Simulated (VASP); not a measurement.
# FeGe: the relaxed cell at several levels, part 4 of 4

Which functional gives the lattice of FeGe as experiment finds it, and is a dearer one worth its cost? The start is a cell from a database of measured crystal structures.

VASP 6.6.1, plane waves and PAW; the level of theory is named at each step.

Still holding for the runs below: The magnetic state follows from one typed start and may not be the lowest. The k-mesh is coarse for a metal.

So far. Step 5 (Relaxation with r2SCAN): It ends at 13.12 Å³/atom, +1.8 % from the start, with -0.05 GPa left. The conventional cell has a = 4.717 Å. The largest moment is 2.23 μB. Step 6 (Relaxation with PBE + D3(BJ)): It ends at 12.29 Å³/atom, -4.7 % from the start, with -0.08 GPa left. The conventional cell has a = 4.615 Å. The largest moment is 1.13 μB. Against plain PBE, the dispersion term moves a by -1.1 %.

### Step 7. Relaxation with r2SCAN + rVV10

This step: r2SCAN with rVV10, spin-polarised from a ferromagnetic start; plane waves and PAW (Fe, Ge_d) (VASP 6.6.1).

LUSE_VDW switches on a nonlocal correlation term for dispersion.

Input file INCAR:

```
SYSTEM = FeGe
PREC = Accurate
ENCUT = 520
EDIFF = 1E-06
NELM = 100
ISMEAR = -1
SIGMA = 0.05
LREAL = .FALSE.
ALGO = Normal
METAGGA = R2SCAN
LUSE_VDW = .TRUE.
IVDW_NL = 2
BPARAM = 11.95
CPARAM = 0.0093
LASPH = .TRUE.
NBANDS = 65
ISPIN = 2
MAGMOM = 3 3 3 3 0 0 0 0
LMAXMIX = 4
LORBIT = 11
LWAVE = .FALSE.
LCHARG = .FALSE.
KPAR = 8
IBRION = 2
NSW = 60
ISIF = 3
EDIFFG = -0.01
```

Input file POSCAR:

```
FeGe
1.0
    4.6890000000      0.0000000000      0.0000000000
    0.0000000000      4.6890000000      0.0000000000
    0.0000000000      0.0000000000      4.6890000000
Fe Ge
4 4
Direct
    0.1350000000      0.1350000000      0.1350000000
    0.3650000000      0.8650000000      0.6350000000
    0.6350000000      0.3650000000      0.8650000000
    0.8650000000      0.6350000000      0.3650000000
    0.8420000000      0.8420000000      0.8420000000
    0.6580000000      0.1580000000      0.3420000000
    0.3420000000      0.6580000000      0.1580000000
    0.1580000000      0.3420000000      0.6580000000
```

Input file KPOINTS:

```
Automatic mesh
0
Gamma
5 5 5
0 0 0
```

PAW data sets: Fe and Ge_d (PBE family, release 64).

The run is started by

```console
mpirun -np 8 vasp_std
```

The log of the run:

```text
[banner, memory and clock lines left out]
running    8 mpi-ranks, on    1 nodes
[...]
[... a notice as in an earlier step ...]

|                                                                             |
|               ----> ADVICE to this user running VASP <----                  |
|                                                                             |
|     You have switched on vdW-DFT.                                           |
|     This routine was written and supplied by Jiri Klimes. We recommend      |
|     that you carefully read and cite the following publications:            |
|       J. Klimes, D.R. Bowler, A. Michelides                                 |
|          J. Phys.: Cond Matt. 22 022201 (2010)                              |
|       J. Klimes, D.R. Bowler, A. Michelides                                 |
|          Phys. Rev. B. 83, 195131 (2011)                                    |
|     and references therein.                                                 |
[...]
Total rVV10 correction in eV:      2.0888856    97.1010841
Total rVV10 correction in eV:      2.0888856    97.1010841
Total rVV10 correction in eV:      2.0888856    97.1010841
Total rVV10 correction in eV:      2.0888856    97.1010841
Total rVV10 correction in eV:      2.0888856    97.1010841
Total rVV10 correction in eV:      2.0888887    97.1010841
Total rVV10 correction in eV:      2.0888887    97.1010841
Total rVV10 correction in eV:      2.0888887    97.1010841
Total rVV10 correction in eV:      2.0888887    97.1010841
Total rVV10 correction in eV:      2.0888887    97.1010841
Total rVV10 correction in eV:      2.0888887    97.1010841
Total rVV10 correction in eV:      2.0888887    97.1010841
Total rVV10 correction in eV:      2.0888887    97.1010841
   1 F= -.10999886E+03 E0= -.10997658E+03  d E =-.109999E+03  mag=     7.4821
[... from here on, the cycles between the ionic steps are left out ...]
   2 F= -.11000756E+03 E0= -.10998568E+03  d E =-.870380E-02  mag=     7.4903
   3 F= -.11000888E+03 E0= -.10998719E+03  d E =-.100151E-01  mag=     7.4928
   4 F= -.11000932E+03 E0= -.10998821E+03  d E =-.444504E-03  mag=     7.5782
   5 F= -.11000933E+03 E0= -.10998843E+03  d E =-.454092E-03  mag=     7.6084
[...]
reached required accuracy - stopping structural energy minimisation
```

Wall time 5 min (8 MPI ranks of Intel Xeon 6975P-C (Granite Rapids), shared host); peak memory 4.6 GiB; 40 min of CPU time.

Parts of OUTCAR (step 7):

```text
  Total       -0.0368324     -0.0368324     -0.0368324      0.0000000     -0.0000000      0.0000000
  in kB       -0.5718442     -0.5718442     -0.5718442      0.0000000     -0.0000000      0.0000000
  external PRESSURE =      -0.5718442 kB  Pullay stress =       0.0000000 kB

 POSITION                                       TOTAL-FORCE (eV/Angst)
 -----------------------------------------------------------------------------------
      0.63415      0.63415      0.63415         0.003905      0.003905      0.003905
      1.71111      4.05637      2.97941        -0.003905     -0.003905      0.003905
      2.97941      1.71111      4.05637         0.003905     -0.003905     -0.003905
      4.05637      2.97941      1.71111        -0.003905      0.003905     -0.003905
      3.96151      3.96151      3.96151        -0.000015     -0.000015     -0.000015
      3.07427      0.72901      1.61625         0.000015      0.000015     -0.000015
      1.61625      3.07427      0.72901        -0.000015      0.000015      0.000015
      0.72901      1.61625      3.07427         0.000015     -0.000015      0.000015
 -----------------------------------------------------------------------------------
    total drift:                                0.000001      0.000001     -0.000000

  FREE ENERGIE OF THE ION-ELECTRON SYSTEM (eV)
  ---------------------------------------------------
  free  energy   TOTEN  =      -110.0093298565 eV

  energy  without entropy=     -109.9675394775  energy(sigma->0) =     -109.98843467

 magnetization (x)
# of ion       s       p       d       tot
------------------------------------------
    1        0.007  -0.013   2.146   2.140
    2        0.007  -0.013   2.146   2.140
    3        0.007  -0.013   2.146   2.140
    4        0.007  -0.013   2.146   2.140
    5       -0.001  -0.119  -0.016  -0.135
    6       -0.001  -0.119  -0.016  -0.135
    7       -0.001  -0.119  -0.016  -0.135
    8       -0.001  -0.119  -0.016  -0.135
--------------------------------------------------
tot          0.025  -0.526   8.520   8.019

[... 2 parts as in an earlier step ...]

[... 2 further parts left out ...]
[key lines of the parts left out:]
E-fermi :   8.2881
```

Spin moment in the PAW sphere by atom:

| atom | spin moment in the PAW sphere (μB) |
| --- | --- |
| Fe1 | 2.14 |
| Fe2 | 2.14 |
| Fe3 | 2.14 |
| Fe4 | 2.14 |
| Ge5 | -0.14 |
| Ge6 | -0.14 |
| Ge7 | -0.14 |
| Ge8 | -0.14 |

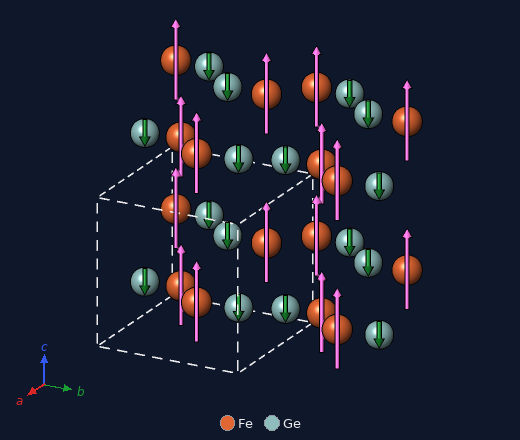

Spin moment in the PAW sphere as arrows, the longest 2.14 μB. Up and down stand for the sign. Arrows give size and sign along the axis of quantisation, drawn up and down the page. Each arrow also spans its atom, so small moments look longer than they are. The two directions have two colours. 1×2×2 cells are drawn.

It ends at 12.90 Å³/atom, +0.1 % from the start, with -0.06 GPa left. The conventional cell has a = 4.691 Å. The largest moment is 2.14 μB. Against plain r2SCAN, the dispersion term moves a by -0.6 %.

### Step 8. Relaxation with BLYP + D3(BJ)

This step: BLYP with D3(BJ), spin-polarised from a ferromagnetic start; plane waves and PAW (Fe, Ge_d) (VASP 6.6.1).

BLYP comes from molecular chemistry and underbinds dense solids.

Input file INCAR:

```
SYSTEM = FeGe
PREC = Accurate
ENCUT = 520
EDIFF = 1E-06
NELM = 100
ISMEAR = -1
SIGMA = 0.05
LREAL = .FALSE.
ALGO = Normal
GGA = B5
ALDAX = 1
AGGAX = 1
AGGAC = 1
ALDAC = 0
IVDW = 12
VDW_S6 = 1
VDW_S8 = 2.6996
VDW_A1 = 0.4298
VDW_A2 = 4.2359
NBANDS = 65
ISPIN = 2
MAGMOM = 3 3 3 3 0 0 0 0
LASPH = .TRUE.
LMAXMIX = 4
LORBIT = 11
LWAVE = .FALSE.
LCHARG = .FALSE.
KPAR = 8
IBRION = 2
NSW = 60
ISIF = 3
EDIFFG = -0.01
```

POSCAR is that of step 7.

KPOINTS is that of step 7.

The run is started by

```console
mpirun -np 8 vasp_std
```

The log of the run:

```text
[banner, memory and clock lines left out]
running    8 mpi-ranks, on    1 nodes
[...]
[... a notice as in an earlier step ...]

 [... a notice as in an earlier step ...]

 LDA part: xc-table for (Slater(with rela. corr.)+VWN5), standard interpolation
 POSCAR, INCAR and KPOINTS ok, starting setup
[...]
entering main loop
       N       E                     dE             d eps       ncg     rms          rms(c)
DAV:   1     0.986753963913E+03    0.98675E+03   -0.34261E+04  3620   0.362E+03
DAV:   2     0.166826272265E+03   -0.81993E+03   -0.75606E+03  2860   0.865E+02
DAV:   3    -0.290203025776E+02   -0.19585E+03   -0.18307E+03  2869   0.242E+02
DAV:   4    -0.460395370320E+02   -0.17019E+02   -0.16707E+02  3208   0.810E+01
[...]
DAV:  13    -0.429753148856E+02    0.27378E-05   -0.28088E-05  3282   0.388E-02    0.207E-02
DAV:  14    -0.429753209176E+02   -0.60320E-05   -0.12098E-05  2773   0.228E-02    0.121E-02
DAV:  15    -0.429753202761E+02    0.64145E-06   -0.10409E-06  1841   0.857E-03
   1 F= -.50518142E+02 E0= -.50489320E+02  d E =-.505181E+02  mag=     4.2010
[... from here on, the cycles between the ionic steps are left out ...]
   2 F= -.50522235E+02 E0= -.50493006E+02  d E =-.409209E-02  mag=     3.8994
   3 F= -.50579221E+02 E0= -.50551047E+02  d E =-.610784E-01  mag=     4.0757
   4 F= -.50579167E+02 E0= -.50550997E+02  d E =-.610247E-01  mag=     4.0785
   5 F= -.50579619E+02 E0= -.50551354E+02  d E =-.452286E-03  mag=     4.0751
   6 F= -.50579711E+02 E0= -.50551376E+02  d E =-.544274E-03  mag=     4.0726
   7 F= -.50579661E+02 E0= -.50551298E+02  d E =0.508945E-04  mag=     4.0626
 trial-energy change:    0.000051  1 .order   -0.000047   -0.000287    0.000193
 step:   0.3374(harm=  0.6157)  dis= 0.00006  next Energy=   -50.579755 (dE=-0.437E-04)
 reached required accuracy - stopping structural energy minimisation
```

It took 1.8 min on 8 MPI ranks; peak memory 3 GiB; 14 min of CPU time.

Parts of OUTCAR (step 8):

```text
 Edisp (eV)   -7.80213

 Edisp (eV)   -7.82078

  Total       0.07907     0.07907     0.07907    -0.00000    -0.00000    -0.00000
  in kB       1.27203     1.27203     1.27203    -0.00000    -0.00000    -0.00000
  external pressure =        1.27 kB  Pullay stress =        0.00 kB

 POSITION                                       TOTAL-FORCE (eV/Angst)
 -----------------------------------------------------------------------------------
      0.62455      0.62455      0.62455         0.002339      0.002339      0.002339
      1.69309      4.01072      2.94218        -0.002339     -0.002339      0.002339
      2.94218      1.69309      4.01072         0.002339     -0.002339     -0.002339
      4.01072      2.94218      1.69309        -0.002339      0.002339     -0.002339
      3.89859      3.89859      3.89859         0.003683      0.003683      0.003683
      3.05431      0.73668      1.58096        -0.003683     -0.003683      0.003683
      1.58096      3.05431      0.73668         0.003683     -0.003683     -0.003683
      0.73668      1.58096      3.05431        -0.003683      0.003683     -0.003683
 -----------------------------------------------------------------------------------
    total drift:                               -0.000000      0.000000      0.000000

  FREE ENERGIE OF THE ION-ELECTRON SYSTEM (eV)
  ---------------------------------------------------
  free  energy   TOTEN  =       -50.5796605665 eV

  energy  without entropy=      -50.5229353321  energy(sigma->0) =      -50.55129795

 magnetization (x)
# of ion       s       p       d       tot
------------------------------------------
    1       -0.001  -0.003   1.113   1.109
    2       -0.001  -0.003   1.113   1.109
    3       -0.001  -0.003   1.113   1.109
    4       -0.001  -0.003   1.113   1.109
    5       -0.009  -0.056  -0.004  -0.069
    6       -0.009  -0.056  -0.004  -0.069
    7       -0.009  -0.056  -0.004  -0.069
    8       -0.009  -0.056  -0.004  -0.069
--------------------------------------------------
tot         -0.039  -0.237   4.436   4.159

[... 2 parts as in an earlier step ...]

[... 2 further parts left out ...]
[key lines of the parts left out:]
E-fermi :   8.8437
```

It ends at 12.45 Å³/atom, -3.4 % from the start, with 0.13 GPa left. The conventional cell has a = 4.635 Å. The largest moment is 1.11 μB.

### Step 9. Relaxation with RPBE

This step: RPBE, spin-polarised from a ferromagnetic start; plane waves and PAW (Fe, Ge_d) (VASP 6.6.1).

RPBE by itself binds more weakly than PBE and expands cells.

INCAR, as its differences from that of step 8:

```diff
@@ -9,12 +9,3 @@
 ALGO = Normal
-GGA = B5
-ALDAX = 1
-AGGAX = 1
-AGGAC = 1
-ALDAC = 0
-IVDW = 12
-VDW_S6 = 1
-VDW_S8 = 2.6996
-VDW_A1 = 0.4298
-VDW_A2 = 4.2359
+GGA = RP
 NBANDS = 65
```

POSCAR is that of step 8.

KPOINTS is that of step 8.

The run is started by

```console
mpirun -np 8 vasp_std
```

The log of the run:

```text
[... set-up lines as in an earlier step ...]
 entering main loop
       N       E                     dE             d eps       ncg     rms          rms(c)
DAV:   1     0.977284566681E+03    0.97728E+03   -0.34188E+04  3604   0.362E+03
DAV:   2     0.157718132017E+03   -0.81957E+03   -0.75493E+03  2860   0.864E+02
DAV:   3    -0.355632332527E+02   -0.19328E+03   -0.18042E+03  2876   0.239E+02
DAV:   4    -0.520885258946E+02   -0.16525E+02   -0.16222E+02  3229   0.801E+01
[...]
DAV:  13    -0.481266168391E+02    0.25149E-05   -0.34743E-05  3487   0.386E-02    0.264E-02
DAV:  14    -0.481266237713E+02   -0.69323E-05   -0.14816E-05  2788   0.273E-02    0.143E-02
DAV:  15    -0.481266240735E+02   -0.30217E-06   -0.15714E-06  1979   0.116E-02
   1 F= -.48126624E+02 E0= -.48097680E+02  d E =-.481266E+02  mag=     4.3441
[... from here on, the cycles between the ionic steps are left out ...]
   2 F= -.48128572E+02 E0= -.48097840E+02  d E =-.194771E-02  mag=     4.4883
   3 F= -.48131451E+02 E0= -.48101483E+02  d E =-.482708E-02  mag=     4.4148
   4 F= -.48131426E+02 E0= -.48101523E+02  d E =-.480176E-02  mag=     4.4093
   5 F= -.48131447E+02 E0= -.48101499E+02  d E =-.482326E-02  mag=     4.4129
   6 F= -.48131439E+02 E0= -.48101512E+02  d E =-.481529E-02  mag=     4.4113
   7 F= -.48131642E+02 E0= -.48101689E+02  d E =-.202524E-03  mag=     4.4118
   8 F= -.48131817E+02 E0= -.48101829E+02  d E =-.377941E-03  mag=     4.4125
   9 F= -.48131755E+02 E0= -.48101699E+02  d E =-.315462E-03  mag=     4.4137
  10 F= -.48131858E+02 E0= -.48101841E+02  d E =-.418275E-03  mag=     4.4130
[...]
reached required accuracy - stopping structural energy minimisation
```

It took 91 s on 8 MPI ranks; peak memory 2.9 GiB.

From OUTCAR (step 9):

```text
  Total        0.0245501      0.0245501      0.0245501     -0.0000000      0.0000000      0.0000000
  in kB        0.3773494      0.3773494      0.3773494     -0.0000000      0.0000000      0.0000000
  external PRESSURE =       0.3773494 kB  Pullay stress =       0.0000000 kB

 POSITION                                       TOTAL-FORCE (eV/Angst)
 -----------------------------------------------------------------------------------
      0.63227      0.63227      0.63227        -0.000088     -0.000088     -0.000088
      1.72085      4.07397      2.98538         0.000088      0.000088     -0.000088
      2.98538      1.72085      4.07397        -0.000088      0.000088      0.000088
      4.07397      2.98538      1.72085         0.000088     -0.000088      0.000088
      3.96157      3.96157      3.96157        -0.001151     -0.001151     -0.001151
      3.09778      0.74466      1.60845         0.001151      0.001151     -0.001151
      1.60845      3.09778      0.74466        -0.001151      0.001151      0.001151
      0.74466      1.60845      3.09778         0.001151     -0.001151      0.001151
 -----------------------------------------------------------------------------------
    total drift:                               -0.000000      0.000000     -0.000000

  FREE ENERGIE OF THE ION-ELECTRON SYSTEM (eV)
  ---------------------------------------------------
  free  energy   TOTEN  =       -48.1318576363 eV

  energy  without entropy=      -48.0718250048  energy(sigma->0) =      -48.10184132

 magnetization (x)
# of ion       s       p       d       tot
------------------------------------------
    1       -0.001  -0.008   1.249   1.240
    2       -0.001  -0.008   1.249   1.240
    3       -0.001  -0.008   1.249   1.240
    4       -0.001  -0.008   1.249   1.240
    5       -0.013  -0.071  -0.007  -0.091
    6       -0.013  -0.071  -0.007  -0.091
    7       -0.013  -0.071  -0.007  -0.091
    8       -0.013  -0.071  -0.007  -0.091
--------------------------------------------------
tot         -0.054  -0.314   4.966   4.598

[... 2 parts as in an earlier step ...]

[... 2 further parts left out ...]
[key lines of the parts left out:]
E-fermi :   8.0466
```

It ends at 13.03 Å³/atom, +1.1 % from the start, with 0.04 GPa left. The conventional cell has a = 4.706 Å. The largest moment is 1.24 μB.

### Step 10. The cells as a table

This step: relaxed cells at several levels; plane waves and PAW (VASP 6.6.1).

Derived from the runs above.

Lengths are those of the conventional cell; cost is the wall time of each run, as given at its step, times its ranks, without the set-up around it. Results by level, by row:

| level | volume (Å³/atom) | change from the start (%) | a (Å) | largest site moment (μB) | cost (core minutes) |
| --- | --- | --- | --- | --- | --- |
| LDA | 11.74 | -8.9 | 4.545 | 0 | 13.3 |
| PBEsol | 12.16 | -5.6 | 4.599 | 1.104 | 12.9 |
| PBE | 12.7 | -1.4 | 4.667 | 1.17 | 8.53 |
| r2SCAN | 13.12 | 1.8 | 4.717 | 2.229 | 26.4 |
| PBE + D3(BJ) | 12.29 | -4.7 | 4.615 | 1.134 | 14.4 |
| r2SCAN + rVV10 | 12.9 | 0.1 | 4.691 | 2.14 | 40.1 |
| BLYP + D3(BJ) | 12.45 | -3.4 | 4.635 | 1.109 | 14 |
| RPBE | 13.03 | 1.1 | 4.706 | 1.24 | 12.1 |

### Step 11. Outcome

```json
{
  "volume, LDA": "11.74 Å³/atom",
  "volume, PBEsol": "12.16 Å³/atom",
  "volume, PBE": "12.70 Å³/atom",
  "volume, r2SCAN": "13.12 Å³/atom",
  "volume, PBE + D3(BJ)": "12.29 Å³/atom",
  "volume, r2SCAN + rVV10": "12.90 Å³/atom",
  "volume, BLYP + D3(BJ)": "12.45 Å³/atom",
  "volume, RPBE": "13.03 Å³/atom"
}
```

In words: For FeGe the levels give volumes between 11.74 Å³/atom (LDA) and 13.12 Å³/atom (r2SCAN), a spread of 11.8 %, while the cost of the finished runs spans a factor of 4.7. Within 1 % of experiment on every length: PBE, r2SCAN, r2SCAN + rVV10 and RPBE. The nearest, RPBE, is among the cheap ones. Thermal and zero-point expansion, often some tenths of a per cent in length, bear on this order: with the measured lengths lowered by an assumed 0.4 % the nearest becomes r2SCAN + rVV10. The costs hold the number of ionic steps as well as the price of the functional. SCAN-type functionals tend to overstate the moments of itinerant magnets. r2SCAN and r2SCAN + rVV10 ended with a moment of the cell far from the others (8.0 and 7.6 against about 4.2 μB), so in another magnetic state, which bears on the volume. LDA ended without moments and the others with them, so the comparison mixes magnetic states. The closing table has room for seven levels; BLYP + D3(BJ) stands in the table of levels alone. Adding D3(BJ) to PBE changes the volume by -3.3 % (a by -1.1 %). Adding rVV10 to r2SCAN changes the volume by -1.7 % (a by -0.6 %). Within 0.02 Å all end in space group P2_13; the runs can't lower the symmetry of the start. The k-sampling is coarse for a metal, so the Fermi level, moments, pressures and the shape of the cell carry errors. Only the typed magnetic starts were tried, so the magnetic ground state may differ and with it the other results. The largest site moment differs between levels, from 0.00 μB (LDA) to 2.23 μB (r2SCAN); larger moments and larger volumes go together in magnets, so the two can't be judged apart. Each is a single relaxation on the plane waves of the start cell, so larger changes of volume carry a basis-set error that was not tested here.

Computed beside measured:

| quantity | measured | LDA | PBEsol | PBE | r2SCAN | PBE + D3(BJ) | r2SCAN + rVV10 | RPBE |
| --- | --- | --- | --- | --- | --- | --- | --- | --- |
| lattice constant a (Å) | 4.701 | 4.545 (-3.3 %) | 4.599 (-2.2 %) | 4.667 (-0.7 %) | 4.717 (+0.3 %) | 4.615 (-1.8 %) | 4.691 (-0.2 %) | 4.706 (+0.1 %) |

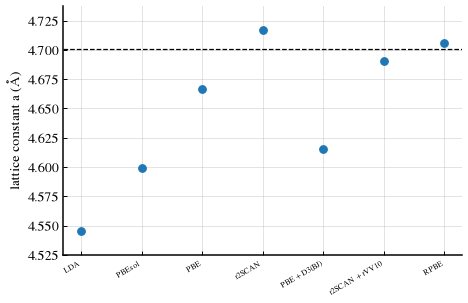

The lattice constant a by level; the dashed line is the measured value.

Measured values from arxiv:1608.03582 (2016).

Verdict: For the lattice constant a, of the levels listed nearest comes RPBE (+0.1 %) and farthest LDA (-3.3 %). The magnetic state of these runs (an ordered one) need not be that of the sample, so the match is not graded. Zero-point motion and thermal expansion (measured at up to 290 K) are not in the computed lattice constants.

[Lines on the potential files, build, host, timing and source positions are cut from VASP's logs without a mark.]

[Logs are printed without paths, hosts, clocks, repeated set-up lines and the standing remarks that a program may print on its own settings, such as how far it seeks lower states.]

[Hosts, paths, dates, database ids (printed as entryN), source tags and the programs' standing remarks are cut or masked in the printed files.]

[Measured values are set beside computed ones only where the two were judged alike; some that the calculation misses by far are left out.]
